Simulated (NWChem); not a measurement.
# CH8BGeN (SMILES BC[NH][GeH3]) at 5 levels

We compute a comparison of 5 runs (HF/STO-3G, HF/3-21G, B3LYP/6-31G*, PBE0/6-31G*) of CH8BGeN. 

The calculation is run with NWChem 7.3.0.

## 1. The system as given

The species is CH8BGeN (12 atoms), meant as a singlet with charge 0. As SMILES, `BC[NH][GeH3]`. The coordinates come from a PBE0-D4/def2-TZVP relaxation. This is one conformer, not always the lowest.

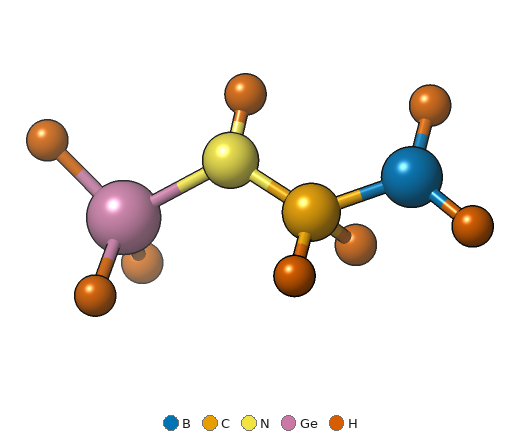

The structure, seen from a chosen angle (boron blue, carbon amber, nitrogen yellow, germanium pink, hydrogen orange).

## 2. Energy and forces at HF/STO-3G (run 1)

File geom.nw:

```
start geom
memory 2200 mb

geometry units atomic noautosym nocenter noautoz
B  -3.73844519  1.04690827  1.32734363
C  -1.32280829  0.94675279 -0.15760316
N   1.08791533  0.45410119  0.82165292
Ge  3.58046409 -1.07241958 -1.06693937
H  -5.62155728  1.71851694  0.27797871
H  -3.78001917  0.22128693  3.43722285
H  -1.27518719  1.76198064 -2.05035285
H  -2.62029424 -0.92218635 -0.48225811
H   1.08810430  0.09788781  2.69437151
H   6.00762832 -0.99116135  0.51646215
H   2.90885542 -3.83349842 -1.73968187
H   3.83028588  0.46789619 -3.51394573
end

basis spherical bse
* library STO-3G
end

scf
thresh 1e-08
maxiter 80
noprint "final vectors analysis"
end

task scf gradient
```

On the command line:

```
$ nwchem geom.nw > geom.out
```

The log of the run:

```text
[...]
  functions       =    41
[...]
  wavefunction    = RHF
[...]
         Total SCF energy =  -2171.891576497690
      One-electron energy =  -3544.353540211585
      Two-electron energy =   1120.644255316446
 Nuclear repulsion energy =    251.817708397450
        Time for solution =      3.8s
[...]
                         RHF ENERGY GRADIENTS
    atom               coordinates                        gradient
                 x          y          z           x          y          z
   1 B      -3.738445   1.046908   1.327344    0.022581  -0.012208  -0.019236
   2 C      -1.322808   0.946753  -0.157603    0.040685   0.008706   0.013056
   3 N       1.087915   0.454101   0.821653   -0.054020   0.018733   0.018542
   4 Ge      3.580464  -1.072420  -1.066939   -0.004620  -0.000436   0.003587
   5 H      -5.621557   1.718517   0.277979   -0.019611   0.006940  -0.013154
   6 H      -3.780019   0.221287   3.437223    0.000832  -0.009547   0.024602
   7 H      -1.275187   1.761981  -2.050353    0.000832  -0.002457  -0.003532
   8 H      -2.620294  -0.922186  -0.482258   -0.014924   0.003505   0.007797
   9 H       1.088104   0.097888   2.694372    0.002961   0.001451  -0.011338
  10 H       6.007628  -0.991161   0.516462    0.031606   0.001533   0.021524
  11 H       2.908855  -3.833498  -1.739682   -0.008487  -0.037081  -0.009867
[...]
```

Run time: 6 s. Hardware: 1 thread of Intel Xeon Platinum 8488C (Sapphire Rapids), shared host; peak memory 0.1 GiB.

## 3. Energy and forces at HF/3-21G (run 2)

File run.nw:

```
start run
title "CH8BGeN gradient"
memory stack 880 mb heap 220 mb global 1100 mb

geometry units bohr noautosym nocenter noautoz
B   -3.73844519   1.04690827   1.32734363
C   -1.32280829   0.94675279  -0.15760316
N    1.08791533   0.45410119   0.82165292
Ge   3.58046409  -1.07241958  -1.06693937
H   -5.62155728   1.71851694   0.27797871
H   -3.78001917   0.22128693   3.43722285
H   -1.27518719   1.76198064  -2.05035285
H   -2.62029424  -0.92218635  -0.48225811
H    1.08810430   0.09788781   2.69437151
H    6.00762832  -0.99116135   0.51646215
H    2.90885542  -3.83349842  -1.73968187
H    3.83028588   0.46789619  -3.51394573
end

basis spherical bse
* library 3-21G
end

scf
thresh 1e-08
maxiter 80
end

task scf gradient
```

On the command line:

```
$ nwchem run.nw > run.out
```

The log of the run:

```text
[...]
  functions       =    65
[...]
  wavefunction    = RHF
[...]
         Total SCF energy =  -2186.271080013450
      One-electron energy =  -3546.848320659569
      Two-electron energy =   1108.759532248670
 Nuclear repulsion energy =    251.817708397450
        Time for solution =      4.8s
[...]
                         RHF ENERGY GRADIENTS
    atom               coordinates                        gradient
                 x          y          z           x          y          z
   1 B      -3.738445   1.046908   1.327344    0.010425  -0.009909  -0.012206
   2 C      -1.322808   0.946753  -0.157603    0.013122  -0.002458   0.018228
   3 N       1.087915   0.454101   0.821653   -0.019807   0.024285  -0.001893
   4 Ge      3.580464  -1.072420  -1.066939    0.009634  -0.011305  -0.008768
   5 H      -5.621557   1.718517   0.277979   -0.002039   0.001318  -0.002729
   6 H      -3.780019   0.221287   3.437223    0.001081  -0.002010   0.003591
   7 H      -1.275187   1.761981  -2.050353    0.000510   0.000207  -0.008444
   8 H      -2.620294  -0.922186  -0.482258   -0.008406   0.005332   0.007260
   9 H       1.088104   0.097888   2.694372   -0.001675  -0.007418   0.003381
  10 H       6.007628  -0.991161   0.516462   -0.000694   0.000816   0.000579
  11 H       2.908855  -3.833498  -1.739682   -0.001003   0.000186   0.000306
[...]
```

Run time: 7.2 s. Hardware: 1 thread of Intel Xeon Platinum 8488C (Sapphire Rapids), shared host; peak memory 0.1 GiB.

Runs 3 to 4 aren't shown in full; the table further down has their settings and results.

## 4. Energy and forces at B3LYP/6-31G(d) (Cartesian functions) (run 5)

File ch8bgen.nw:

```
start ch8bgen
title "CH8BGeN gradient"
memory total 2200 mb

geometry units angstrom noautosym nocenter noautoz
   B       -1.978300       0.554000       0.702400
   C       -0.700000       0.501000      -0.083400
   N        0.575700       0.240300       0.434800
   Ge       1.894700      -0.567500      -0.564600
   H       -2.974800       0.909400       0.147100
   H       -2.000300       0.117100       1.818900
   H       -0.674800       0.932400      -1.085000
   H       -1.386600      -0.488000      -0.255200
   H        0.575800       0.051800       1.425800
   H        3.179100      -0.524500       0.273300
   H        1.539300      -2.028600      -0.920600
   H        2.026900       0.247600      -1.859500
end

basis
   * library 6-31G*
end

dft
   xc b3lyp
   grid fine
   convergence energy 1e-08
   iterations 100
   mulliken
end

task dft gradient
```

On the command line:

```
$ nwchem ch8bgen.nw > ch8bgen.out
```

The log of the run:

```text
[...]
          Wavefunction type:  closed shell.
          No. of atoms     :    12
          No. of electrons :    58
[...]
          Charge           :     0
          Spin multiplicity:     1
[...]
          AO basis - number of functions:    96
[...]
              XC Information
              --------------
                         B3LYP Method XC Potential
                     Hartree-Fock (Exact) Exchange  0.200
                        Slater Exchange Functional  0.800 local
                    Becke 1988 Exchange Functional  0.720 non-local
              Lee-Yang-Parr Correlation Functional  0.810
                  VWN I RPA Correlation Functional  0.190 local
[...]
 d= 0,ls=0.0,diis     1  -2199.1878781365 -2.45D+03  9.43D-03  1.24D+00     3.6
[...]
 d= 0,ls=0.0,diis    10  -2199.2455640584 -8.72D-10  2.58D-07  8.33D-10    28.8
         Total DFT energy =    -2199.245564058412
      One electron energy =    -3558.117794302803
           Coulomb energy =     1205.491215893362
    Exchange-Corr. energy =      -98.436712340556
 Nuclear repulsion energy =      251.817726691585
[...]
  wavefunction    = closed shell
                         DFT ENERGY GRADIENTS
    atom               coordinates                        gradient
                 x          y          z           x          y          z
   1 B      -3.738445   1.046908   1.327344    0.004130  -0.001887  -0.003240
   2 C      -1.322808   0.946753  -0.157603    0.004405  -0.000452   0.002980
   3 N       1.087915   0.454101   0.821653   -0.001832  -0.003840  -0.001205
   4 Ge      3.580464  -1.072419  -1.066939   -0.002970   0.002141   0.001685
   5 H      -5.621557   1.718517   0.277979    0.000245  -0.000043  -0.000500
   6 H      -3.780019   0.221287   3.437223    0.000435   0.000041   0.000122
   7 H      -1.275187   1.761981  -2.050353   -0.000763  -0.000968   0.001459
   8 H      -2.620294  -0.922186  -0.482258   -0.000109   0.002126   0.001377
   9 H       1.088104   0.097888   2.694371   -0.000613   0.001134  -0.004688
  10 H       6.007628  -0.991161   0.516462   -0.002364   0.000002  -0.001221
  11 H       2.908855  -3.833498  -1.739682   -0.000016   0.002852   0.001067
[...]
```

It took 41 s on 1 thread of Intel Xeon Platinum 8488C (Sapphire Rapids), shared host; peak memory 0.13 GiB.

## 5. The series

| run | level | iteration cap | module | energy (Eh) | dipole moment (D) | largest force (eV/Å) | wall time |
| --- | --- | --- | --- | --- | --- | --- | --- |
| 1 | HF/STO-3G | 80 | scf | -2171.891576 | 1.98 | 3.091 | 6 s |
| 2 | HF/3-21G | 80 | scf | -2186.271080 | 1.42 | 1.614 | 7.2 s |
| 3 | B3LYP/6-31G* (spherical functions) | 100 | dft | -2199.238033 | 1.64 | 0.292 | 40 s |
| 4 | PBE0/6-31G* (spherical functions) | 100 | dft | -2198.766772 | 1.68 | 0.169 | 34 s |
| 5 | B3LYP/6-31G* (Cartesian functions) | 100 | dft | -2199.245564 | 1.63 | 0.287 | 41 s |

## 6. What came out

| quantity | value |
| --- | --- |
| run 5: total energy | -2199.24556 Eh |
| run 5: dipole moment | 1.63 D |
| run 5: HOMO energy | -6.43 eV |
| run 5: LUMO energy | 0.22 eV |
| run 5: HOMO–LUMO gap | 6.65 eV |
| run 5: largest force on an atom | 0.287 eV/Å |

The dipole moment (its size) runs from 1.42 D (HF/3-21G) to 1.98 D (HF/STO-3G). Over runs 2, 3, 5 the HOMO–LUMO gap runs from 6.65 eV (B3LYP/6-31G*) to 13.66 eV (HF/3-21G). The two ends differ in method and basis. Totals of different functionals can't be ranked against each other. In run 1 the basis is minimal, so the values are rough. All runs together took 2.1 min, the longest 41 s.
